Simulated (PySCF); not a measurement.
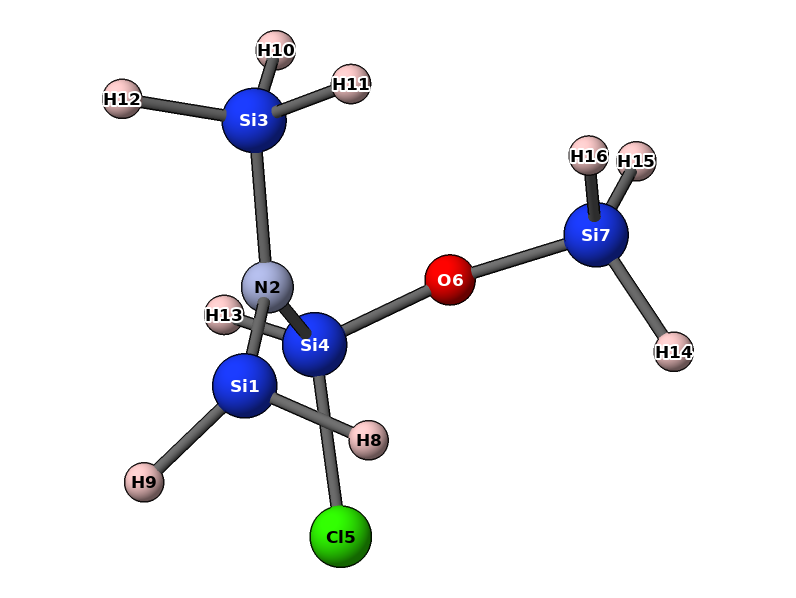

The questions are on Mulliken spin populations. The species is neutral and a spin doublet. The computed structure is the end point of a GFN2-xTB optimisation. No frequency run is at hand to confirm it as a minimum. Level of theory: UKS B3LYP, pcH-1 on Cl H N O Si, non-relativistic (PySCF 2.14.0).

Give the Mulliken spin populations atom by atom.

| atom | value (e) |
| --- | --- |
| Si1 | 0.93 |
| N2 | 0.00 |
| Si3 | 0.01 |
| Si4 | 0.02 |
| Cl5 | 0.00 |
| O6 | 0.00 |
| Si7 | 0.00 |
| H8 | 0.02 |
| H9 | 0.01 |
| H10 | 0.01 |
| H11 | 0.00 |
| H12 | 0.00 |
| H13 | 0.00 |
| H14 | 0.00 |
| H15 | 0.00 |
| H16 | 0.00 |

Mulliken values depend strongly on the basis set. The geometry is semi-empirical. Around Si such bond lengths and angles can be off by a tenth of an ångström or more and by several degrees, and values that hang on the shape move with them.
